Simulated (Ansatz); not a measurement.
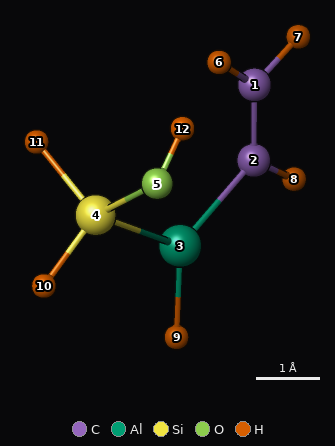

Figure 1. The starting structure (ball-and-stick view, seen at a tilt; atoms are numbered from 1 in the order of the input). Sticks mark near contacts.

## Run report: C2H7AlOSi, geometry relaxation (part 1 of 2)

The run: geometry relaxation of C2H7AlOSi. Method and program: RKS BLYP/def2-SVP (Ansatz 0.2.0).

It belongs to a series of runs on one base structure; here: end point A relaxed. Figures and captions count atoms from 1; the log counts them from 0 in places.

**What the program printed**
```
The last accepted step is kept in [file] (removed where the run ends without a failure and the disk answers)
Engine: ansatz 0.2.0, aarch64-unknown-linux-gnu
Functional definition: BLYP
  parameter beta = 0.0042
  parameter a = 0.04918
  parameter b = 0.132
  parameter c = 0.2533
  parameter d = 0.349
  exchange = b88_x(beta = beta)
  correlation = lyp_c(a = a, b = b, c = c, d = d)
1254 factors; their error is unknown
mean field evaluation 1: about -18685.3141 eV, gradient 7.8e1 eV
mean field evaluation 2: about -18614.5262 eV, gradient 1.8e2 eV
mean field evaluation 4: about -18698.6280 eV, gradient 1.9e1 eV
mean field evaluation 8: about -18699.4384 eV, gradient 1.3e-1 eV
mean field evaluation 16: about -18699.3637 eV, gradient 1.4e-3 eV
mean field -18699.36367849 eV, -687.1889403007 hartree, gradient 5.2e-5 eV, S^2 0.000000; 0 other end points of the search recorded, 0 dependent functions left out
the calculation of the forces begins
reference -18699.36406154 eV, -687.1889543774 hartree; 27, 27 occupied and 86, 86 virtual orbitals, 1254 factors
relax step   1: F+E_penalty+E_count = -18699.36367849 eV  Δ(F+E_penalty+E_count) = +0.000e0 eV  max|allowed force component| = 3.059e0 eV/Å  Δτ_max = 0.0000 Å  (29 SCF iters, accepted)
these checks for a lower state are left out or cut short: starts, cluster_reference, orbital_swaps, neighbouring_geometries, increment
1254 factors; their error is unknown
mean field -18699.74573476 eV, -687.2029806095 hartree, gradient 1.1e-5 eV, S^2 0.000000; 0 other end points of the search recorded, 0 dependent functions left out
[... from here on the field's lines of each further geometry are left out, up to the last ...]
relax step   2: F+E_penalty+E_count = -18699.74573476 eV  Δ(F+E_penalty+E_count) = -3.821e-1 eV  max|allowed force component| = 1.060e0 eV/Å  Δτ_max = 0.1936 Å  (31 SCF iters, accepted)
relax step   3: F+E_penalty+E_count = -18699.78966832 eV  Δ(F+E_penalty+E_count) = -4.393e-2 eV  max|allowed force component| = 7.344e-1 eV/Å  Δτ_max = 0.1771 Å  (30 SCF iters, accepted)
relax step   4: F+E_penalty+E_count = -18699.83065449 eV  Δ(F+E_penalty+E_count) = -4.099e-2 eV  max|allowed force component| = 3.189e-1 eV/Å  Δτ_max = 0.2000 Å  (37 SCF iters, accepted)
relax step   5: F+E_penalty+E_count = -18699.84165064 eV  Δ(F+E_penalty+E_count) = -1.100e-2 eV  max|allowed force component| = 2.143e-1 eV/Å  Δτ_max = 0.1964 Å  (30 SCF iters, accepted)
relax step   6: F+E_penalty+E_count = -18699.84608805 eV  Δ(F+E_penalty+E_count) = -4.437e-3 eV  max|allowed force component| = 1.551e-1 eV/Å  Δτ_max = 0.0370 Å  (31 SCF iters, accepted)
relax step   7: F+E_penalty+E_count = -18699.85266093 eV  Δ(F+E_penalty+E_count) = -6.573e-3 eV  max|allowed force component| = 1.959e-1 eV/Å  Δτ_max = 0.0705 Å  (31 SCF iters, accepted)
relax step   8: F+E_penalty+E_count = -18699.85373967 eV  Δ(F+E_penalty+E_count) = -1.079e-3 eV  max|allowed force component| = 1.925e-1 eV/Å  Δτ_max = 0.0504 Å  (30 SCF iters, accepted)
relax step   9: F+E_penalty+E_count = -18699.85504408 eV  Δ(F+E_penalty+E_count) = -1.304e-3 eV  max|allowed force component| = 1.124e-1 eV/Å  Δτ_max = 0.0287 Å  (32 SCF iters, accepted)
relax step  10: F+E_penalty+E_count = -18699.85594382 eV  Δ(F+E_penalty+E_count) = -8.997e-4 eV  max|allowed force component| = 3.409e-2 eV/Å  Δτ_max = 0.0510 Å  (31 SCF iters, accepted)
relax step  11: F+E_penalty+E_count = -18699.85662362 eV  Δ(F+E_penalty+E_count) = -6.798e-4 eV  max|allowed force component| = 3.764e-2 eV/Å  Δτ_max = 0.0543 Å  (30 SCF iters, accepted)
relax step  12: F+E_penalty+E_count = -18699.85697348 eV  Δ(F+E_penalty+E_count) = -3.499e-4 eV  max|allowed force component| = 2.818e-2 eV/Å  Δτ_max = 0.0239 Å  (31 SCF iters, accepted)
relax step  13: F+E_penalty+E_count = -18699.85719610 eV  Δ(F+E_penalty+E_count) = -2.226e-4 eV  max|allowed force component| = 3.185e-2 eV/Å  Δτ_max = 0.0212 Å  (31 SCF iters, accepted)
relax step  14: F+E_penalty+E_count = -18699.85739047 eV  Δ(F+E_penalty+E_count) = -1.944e-4 eV  max|allowed force component| = 2.644e-2 eV/Å  Δτ_max = 0.0215 Å  (31 SCF iters, accepted)
relax step  15: F+E_penalty+E_count = -18699.85744964 eV  Δ(F+E_penalty+E_count) = -5.917e-5 eV  max|allowed force component| = 2.473e-2 eV/Å  Δτ_max = 0.0129 Å  (32 SCF iters, accepted)
relax step  16: F+E_penalty+E_count = -18699.85747418 eV  Δ(F+E_penalty+E_count) = -2.454e-5 eV  max|allowed force component| = 1.746e-2 eV/Å  Δτ_max = 0.0068 Å  (33 SCF iters, accepted)
the calculation of the forces begins
reference -18699.85788071 eV, -687.2071018972 hartree; 27, 27 occupied and 86, 86 virtual orbitals, 1254 factors
relax step  17: F+E_penalty+E_count = -18699.85748636 eV  Δ(F+E_penalty+E_count) = -1.218e-5 eV  max|allowed force component| = 1.188e-2 eV/Å  Δτ_max = 0.0025 Å  (24 SCF iters, accepted)
```

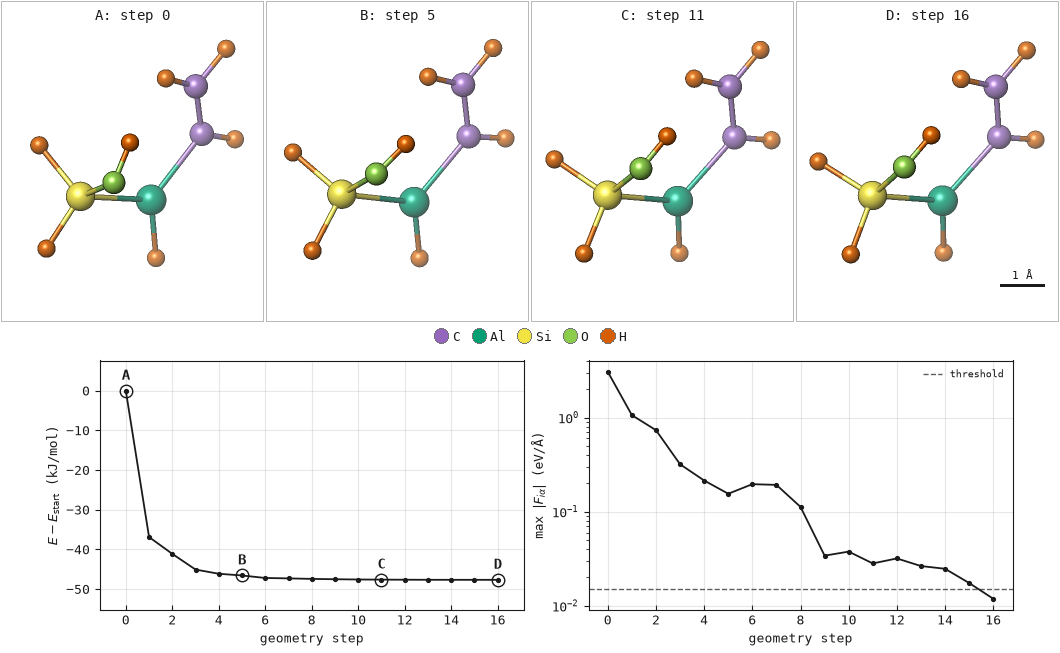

Figure 2. Frames of the relaxation (ball-and-stick view, seen at a tilt) above the curves, on which the letters mark them (the first geometry is step 0 here and step 1 in the log).

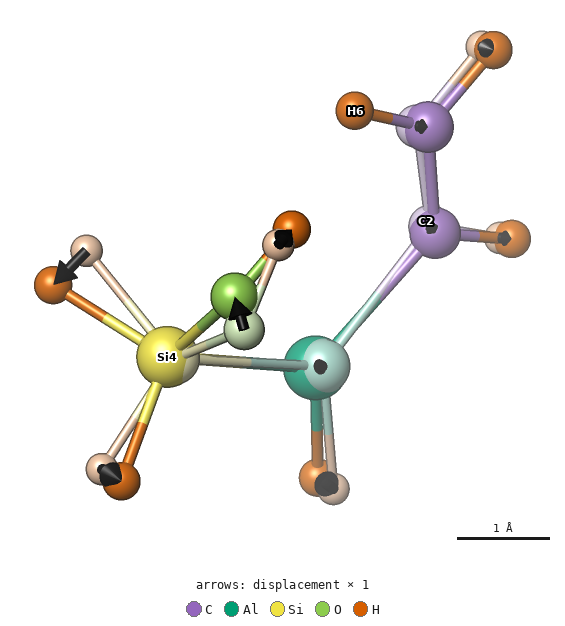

Figure 3. Start (faint) and end (solid) with the displacements as black arrows, at true length (ball-and-stick view, seen at a tilt). The two geometries are laid on each other by the best rigid fit. The energy falls by 47.6 kJ/mol in 16 geometry steps. The largest force component goes from 3.1 to 0.012 eV/Å. The largest move after the best rigid fit is that of H11, 0.52 Å. Largest moves by element: H 0.52 Å, O 0.38 Å, Al 0.14 Å, C 0.13 Å, Si 0.07 Å. Among the contacts that change: Al3–Si4 2.418 → 2.491 Å, Si4–H10 1.433 → 1.503 Å, C1–C2 1.303 → 1.357 Å, C1–H6 1.053 → 1.106 Å. Among the angles that change: O5–Si4–H10 113.4° → 104.9°, C1–C2–H8 123.0° → 115.8°, Si4–O5–H12 108.1° → 115.0°. (Atoms are counted from 1 in the order of the input.)

```
1254 factors; their error is unknown
mean field -18699.85748636 eV, -687.2070874051 hartree, gradient 9.2e-6 eV, S^2 0.000000; 1 other end points of the search recorded, 0 dependent functions left out
the calculation of the forces begins
reference -18699.85788071 eV, -687.2071018972 hartree; 27, 27 occupied and 86, 86 virtual orbitals, 1254 factors
Total energy: -18699.85788071 eV, -687.2071018972 hartree
Atom 0 at    -1.421871     1.447599    -0.435146 Å, force     0.001209     0.000598    -0.002586 eV/Å
Atom 1 at    -1.081695     0.553403    -1.397740 Å, force    -0.001047     0.002992     0.004340 eV/Å
Atom 2 at     0.062116    -1.013905    -1.052159 Å, force     0.001830    -0.001441     0.004532 eV/Å
Atom 3 at     1.238452    -1.127917     1.140187 Å, force     0.004410     0.003275    -0.000347 eV/Å
Atom 4 at     1.758439     0.418722     1.640873 Å, force    -0.002905    -0.011882    -0.001592 eV/Å
Atom 5 at    -1.058318     1.356727     0.605878 Å, force     0.001245    -0.001550     0.002662 eV/Å
Atom 6 at    -2.086478     2.312612    -0.615770 Å, force    -0.001517    -0.000183    -0.000783 eV/Å
Atom 7 at    -1.514274     0.737706    -2.401301 Å, force    -0.000980     0.000271    -0.004353 eV/Å
Atom 8 at     0.183337    -2.142013    -2.181530 Å, force     0.000010    -0.000777    -0.001498 eV/Å
Atom 9 at     2.490372    -1.957754     1.083710 Å, force    -0.001327    -0.000427     0.000270 eV/Å
Atom 10 at     0.370978    -1.783249     2.196111 Å, force     0.001003     0.000778    -0.000193 eV/Å
Atom 11 at     1.135942     1.142769     1.450887 Å, force    -0.001932     0.008346    -0.000453 eV/Å
Dipole moment:    -0.353335     0.248429    -0.179983 e Å
```

**Trajectory as extended XYZ (Å, eV, eV/Å), 17 frames, from step=1 to step=17**
```
12
Properties=species:S:1:pos:R:3:forces:R:3 step=1 energy=-18699.36368
C    -1.4822    1.3375   -0.3786   -2.6417   3.0592  -0.3501
C    -1.1827    0.5203   -1.3477    1.7747  -2.5352  -1.1687
Al    0.1237   -0.8935   -1.0398    0.1248  -0.0028  -0.0183
Si    1.2694   -1.0801    1.0818   -2.2181  -0.2065   0.1261
O     2.0679    0.3394    1.4163    0.1570   1.5490   0.5347
H    -1.0924    1.3437    0.5996    0.7569  -0.2178   1.7470
H    -2.2412    2.1534   -0.5929    0.4991  -0.3214   0.4825
H    -1.5933    0.6106   -2.3371   -0.7455   0.3866  -0.8008
H     0.5352   -1.8983   -2.1534    0.0139  -0.4032  -0.6314
H     2.1251   -2.2301    1.0904    1.0500  -0.8378   0.2411
H     0.1592   -1.3081    2.1373    0.4562  -0.0917  -0.0781
H     1.3883    1.0499    1.5581    0.7729  -0.3784  -0.0840
12
Properties=species:S:1:pos:R:3:forces:R:3 step=2 energy=-18699.74574
C    -1.5038    1.3560   -0.4126   -1.0603   1.0291  -0.3995
C    -1.1640    0.5266   -1.4127    0.5320  -0.9765  -0.0968
Al    0.1521   -0.9108   -1.1379   -0.0684   0.0592   0.1110
Si    1.2123   -1.0485    1.1112   -0.6194  -0.5141   0.2960
O     2.1134    0.3185    1.5273   -0.1972   0.8491   0.0438
H    -1.1257    1.3098    0.6095    0.3938  -0.1079   0.3538
H    -2.2534    2.1696   -0.5799    0.1717  -0.2288   0.1962
H    -1.6800    0.5980   -2.3826   -0.1026   0.3757  -0.1281
H     0.4685   -1.9205   -2.3338    0.0330  -0.0451  -0.0351
H     2.1286   -2.2070    1.1842    0.4113  -0.2508  -0.0232
H     0.2202   -1.3406    2.2466    0.0151   0.0542  -0.2990
H     1.5087    1.0935    1.6148    0.4911  -0.2441  -0.0191
12
Properties=species:S:1:pos:R:3:forces:R:3 step=3 energy=-18699.78967
C    -1.5808    1.3682   -0.4177    0.0233   0.0825  -0.1785
C    -1.1928    0.5139   -1.4045    0.2576   0.3603  -0.3436
Al    0.1293   -0.9223   -1.0973   -0.0070  -0.1113   0.0145
Si    1.2275   -1.1128    1.1571   -0.0181  -0.0940  -0.0068
O     2.1199    0.3143    1.4851   -0.3337   0.1233   0.0130
H    -1.1528    1.3593    0.6091   -0.1841  -0.2557  -0.1571
H    -2.3308    2.1651   -0.5828    0.0649   0.0595  -0.0110
H    -1.5771    0.7267   -2.4475   -0.0675  -0.2624   0.7344
H     0.4534   -1.9325   -2.3099   -0.0137   0.0768   0.0790
H     2.2291   -2.2388    1.2440   -0.0445   0.1303  -0.0533
H     0.2248   -1.3919    2.2687    0.0560   0.0247  -0.0814
H     1.5272    1.0955    1.5296    0.2667  -0.1340  -0.0093
12
Properties=species:S:1:pos:R:3:forces:R:3 step=4 energy=-18699.83065
C    -1.4855    1.3869   -0.4217    0.0046  -0.0253   0.1419
C    -1.1624    0.5172   -1.4140   -0.0185   0.2378   0.0164
Al    0.1125   -0.9363   -1.1197    0.1575  -0.2802   0.2551
Si    1.1816   -1.1099    1.1525   -0.1066   0.1561  -0.1393
O     1.9441    0.3581    1.5696    0.0540   0.1940   0.0373
H    -1.0403    1.3011    0.5920   -0.0556   0.0133  -0.1082
H    -2.2096    2.2188   -0.5292    0.0533  -0.0584  -0.0730
H    -1.6487    0.6850   -2.3932   -0.0693   0.0077  -0.0332
H     0.4369   -1.9962   -2.2776   -0.0318   0.0548  -0.0363
H     2.2754   -2.1366    1.1889    0.0600   0.0147  -0.0142
H     0.2137   -1.5428    2.2349   -0.0448   0.0043  -0.0278
H     1.4592    1.1993    1.4515   -0.0027  -0.3189  -0.0186
12
Properties=species:S:1:pos:R:3:forces:R:3 step=5 energy=-18699.84165
C    -1.4980    1.4010   -0.3938    0.1622   0.1076   0.0467
C    -1.1062    0.5526   -1.3773   -0.0911  -0.1710  -0.1112
Al    0.1081   -0.9875   -1.0829   -0.0227   0.2143   0.1109
Si    1.2051   -1.1297    1.1490    0.0810  -0.0312   0.0472
O     1.9133    0.3756    1.5495   -0.1889   0.1082  -0.1019
H    -1.1160    1.3221    0.6426   -0.0504  -0.0259  -0.0151
H    -2.1910    2.2451   -0.5701   -0.0240  -0.0435   0.0382
H    -1.5701    0.7458   -2.3681    0.1005  -0.0479   0.0183
H     0.4059   -2.0245   -2.2538   -0.0531  -0.0472  -0.1058
H     2.3449   -2.1099    1.2013   -0.0301   0.0061  -0.0228
H     0.2406   -1.5770    2.2269   -0.0189  -0.0213   0.0129
H     1.3403    1.1312    1.3107    0.1355  -0.0483   0.0825
```
